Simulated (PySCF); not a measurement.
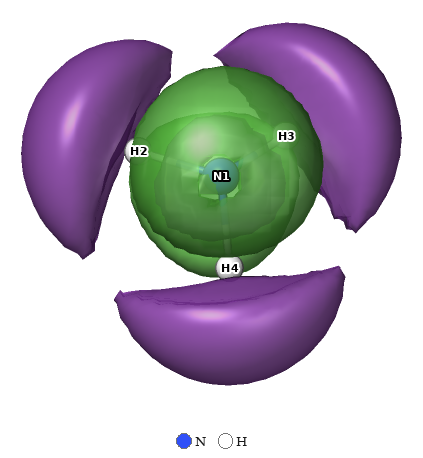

*H₃N, SMILES `N`. Unrelaxed difference density of S₁ less the ground state (TDA singlet states), ±0.02 e/Å³; purple: gain, green: loss.*

PySCF calculation, LC-wPBE/def2-SVP, gas phase; geometry: GFN2-xTB. No frequency check shows the geometry to be a minimum. Without diffuse functions Rydberg states are missing, so the states' numbers hold for this basis only.

How does the charge move on excitation?

Answer. 0.79 e is displaced in all, of which about 0.6 e passes between atoms: N1 (0.56 e) loses electrons and H2, H3 and H4 (0.19 e each) gain them. The state: 7.63 eV (163 nm), f = 0.035, partly diffuse acceptor orbital, which a basis without diffuse functions describes poorly; the leading pair carries 100 %; hole on N1 (82 %) and H2, H3 and H4 (6 % each), electron on N1 (25 %) and H2, H3 and H4 (25 % each) (atom shares of so diffuse an orbital are rough); their centroids lie 0.7 Å apart.
